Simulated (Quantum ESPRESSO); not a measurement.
Consider In (I4/mmm).

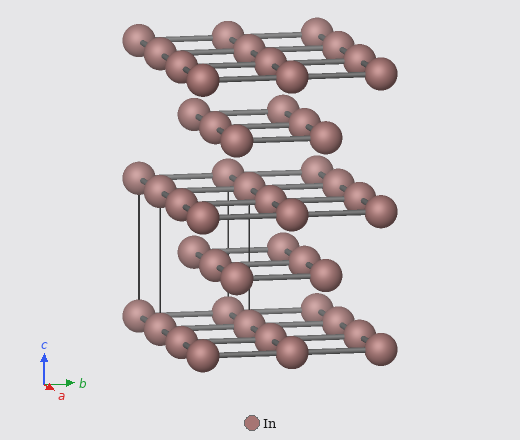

The structure (indium brown). 3×2×2 conventional cells are drawn. Some periodic images of atoms are drawn too.

```
In
1.0
    -1.62547    1.62547    2.47370
     1.62547   -1.62547    2.47370
     1.62547    1.62547   -2.47370
In
1
Direct
  0.00000 0.00000 0.00000
```

Absorber: atom 1, with 4 In at 3.25 Å and 8 In at 3.38 Å (distorted cuboctahedral, site symmetry 4/mmm). Method: Quantum ESPRESSO XSpectra, LDA, excited-electron core hole (neutral cell), 6-atom cell with 5.7 Å between holes, 5×5×5 k points, dipole transitions, Lorentzian half width 3.96 eV (not a setting of the program: the run's 0.4 eV curve was folded afterwards with a further Lorentzian).

Predict the near-edge structure at the In K edge.

Main maxima up to 30 eV above the zero (height): 4.7 eV (1.19) and 21.8 eV (1.03). A K edge sees empty p states on the absorber. 

The In K spectrum (energy from the energy zero of the input (xe0, at the border of filled and empty states); intensity scaled to a mean of 1 over the first 20 eV; folded afterwards to Lorentzian half width 3.96 eV; the points at xe0, where the cut of filled states can leave a spike, are interpolated; polarised curves are means over the symmetry-equivalent atoms):

```csv
E (eV),isotropic,ε ⊥ c,ε ∥ c
-2.0,0.54,0.54,0.56
-0.5,0.74,0.73,0.76
1.0,0.94,0.93,0.97
2.5,1.10,1.09,1.13
4.0,1.18,1.17,1.19
5.5,1.18,1.18,1.18
7.0,1.13,1.13,1.11
8.5,1.05,1.06,1.02
10.0,0.98,0.99,0.95
11.5,0.91,0.92,0.90
13.0,0.88,0.88,0.88
14.5,0.88,0.86,0.90
16.0,0.90,0.88,0.93
17.5,0.94,0.92,0.97
19.0,0.98,0.97,1.01
20.5,1.02,1.01,1.03
22.0,1.03,1.03,1.03
23.5,1.01,1.02,0.98
25.0,0.97,0.99,0.93
26.5,0.92,0.94,0.90
28.0,0.89,0.89,0.89
29.5,0.88,0.87,0.89
31.0,0.88,0.87,0.88
```

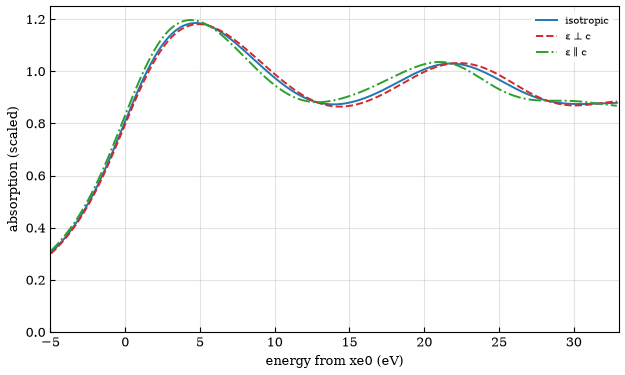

The In K edge.

The holes are only 5.7 Å apart, so the shape is probably not converged with cell size; no larger cell was run here. The structure is a published determination, not relaxed.

[Banner, clock and machine lines of the logs are left out without a mark of their own.]

[Logs are printed without paths, hosts, clocks, repeated set-up lines and the standing remarks that a program may print on its own settings, such as how far it seeks lower states.]

[Hosts, paths, dates, database ids (printed as entryN), source tags and the programs' standing remarks are cut or masked in the printed files.]

[Lists of maxima count a maximum above −3 eV only where it reaches 4 % of the highest in the window and stands out from its surroundings by 2 % of it (1.5 % where it reaches 55 %); shoulders and weaker maxima are passed over, and of the rest the first, up to two pre-edge ones and the few strongest are named.]
